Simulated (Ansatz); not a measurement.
**UHF/STO-3G run of SiH2SF (SMILES F[SiH2][S])**

Aim: the vertical electron affinity of SiH2SF at UHF/STO-3G, from 2 runs. 

Program for the calculation: Ansatz 0.2.0.

61 further runs of the same task are left out: 3 that didn't finish, 58 set aside as unsound or not needed.

**1. The structure to begin with**

The species is SiH2SF (5 atoms), meant as a doublet with charge 0. As SMILES, `F[SiH2][S]`. The coordinates come from a PBE0-D4/def2-TZVP relaxation.

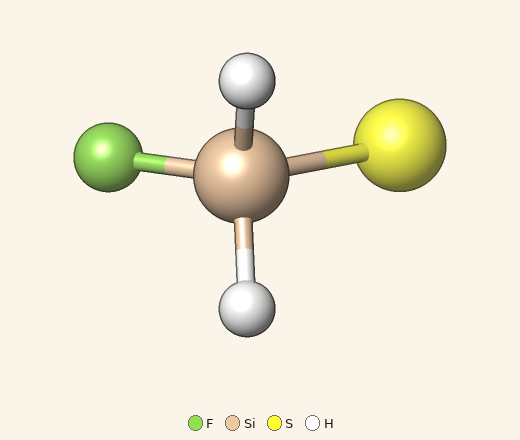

Viewed from a chosen angle; fluorine green, silicon light orange, sulfur yellow, hydrogen white.

**2. A single-point energy at UHF/STO-3G**

The input, job.yaml:

```yaml
crystal:
  periodic: [false, false, false]
  atoms:
    - {symbol: F, position_ang: [-0.324300, -0.023300, 1.585400]}
    - {symbol: Si, position_ang: [0.086000, -0.081000, 0.044500]}
    - {symbol: S, position_ang: [-1.148000, 1.061300, -1.211000]}
    - {symbol: H, position_ang: [-0.023500, -1.493100, -0.391000]}
    - {symbol: H, position_ang: [1.459700, 0.462600, -0.069300]}
basis:
  gaussian: {orbitals: STO-3G}
magnetization: {spin_polarized: true, initial_magnetization: 1}
hamiltonian: {xc: hf}
accuracy: high
```

The run is started by

```sh
$ ansatz run job.yaml --threads 1 --pin off --max-ram 2610MiB --events-out events.jsonl --progress --plain --runs-dir runs
```

The program printed:

```text
Warning: RAYON_NUM_THREADS=1 ignored (pool sized by the plan → 1); use --threads N
Functional definition: HF
  name "HF"
  exchange = exact_x
  correlation = 0
460 factors; integrals over basis functions are off by at most 2.8e-8 eV
mean field evaluation 1: about -21167.8865 eV, gradient 1.5e1 eV
mean field evaluation 2: about -21167.9207 eV, gradient 1.5e1 eV
mean field evaluation 4: about -21170.1744 eV, gradient 9.1e-1 eV
mean field evaluation 8: about -21170.1878 eV, gradient 2.9e-5 eV
mean field evaluation 16: about -21170.1286 eV, gradient 1.9e-1 eV
mean field evaluation 32: about -21170.1321 eV, gradient 1.2e-1 eV
mean field -21170.18780516 eV, -777.9900521708 hartree, gradient 1.7e-8 eV, S^2 0.753341; 2 other end points of the search recorded, 0 dependent functions left out
reference -21170.18780516 eV, -777.9900521708 hartree; 21, 20 occupied and 4, 5 virtual orbitals, 460 factors
Total energy: -21170.18780516 eV, -777.9900521708 hartree
```

Wall time 0.3 s (1 thread of Arm Neoverse V2, shared host).

**3. The singlet anion, same level**

The input, in.yaml:

```yaml
crystal:
  periodic: [false, false, false]
  atoms:
    - {symbol: F, position_ang: [-0.324300, -0.023300, 1.585400]}
    - {symbol: Si, position_ang: [0.086000, -0.081000, 0.044500]}
    - {symbol: S, position_ang: [-1.148000, 1.061300, -1.211000]}
    - {symbol: H, position_ang: [-0.023500, -1.493100, -0.391000]}
    - {symbol: H, position_ang: [1.459700, 0.462600, -0.069300]}
basis:
  gaussian:
    orbitals: STO-3G
accuracy: high
hamiltonian:
  xc: hf
total_charge: -1
```

The run is started by

```sh
$ ansatz run in.yaml --threads 1 --pin off --max-ram 2610MiB --events-out events.jsonl --progress --plain --runs-dir runs
```

The program printed:

```text
Warning: RAYON_NUM_THREADS=1 ignored (pool sized by the plan → 1); use --threads N
Functional definition: HF
  name "HF"
  exchange = exact_x
  correlation = 0
460 factors; integrals over basis functions are off by at most 2.8e-8 eV
mean field evaluation 1: about -21162.2432 eV, gradient 2.5e1 eV
mean field evaluation 2: about -21162.2826 eV, gradient 2.5e1 eV
mean field evaluation 4: about -21165.5755 eV, gradient 1.5e0 eV
mean field evaluation 8: about -21165.5950 eV, gradient 1.5e-5 eV
mean field -21165.59503459 eV, -777.8212709657 hartree, gradient 1.1e-8 eV, S^2 0.000000; 0 other end points of the search recorded, 0 dependent functions left out
reference -21165.59503459 eV, -777.8212709657 hartree; 21, 21 occupied and 4, 4 virtual orbitals, 460 factors
Total energy: -21165.59503459 eV, -777.8212709657 hartree
```

Run time: 0.14 s. Hardware: 1 thread of Arm Neoverse V2, shared host.

**4. Outcome**

Level: UHF/STO-3G.

```
                                         quantity          value
                     doublet SiH2SF: total energy  -777.99005 Eh
                             doublet SiH2SF: ⟨S²⟩          0.753
                      singlet anion: total energy  -777.82127 Eh
vertical electron affinity (to the singlet anion)      -4.593 eV
```

**Reading.** The anion lies 4.59 eV (443 kJ/mol) above the neutral: the electron isn't bound at this level, and such a value depends on the basis. Without diffuse functions anions come out too high. Hartree–Fock misses the correlation that binds many anions. In a minimal basis such a difference can be off by several eV, whatever the method.
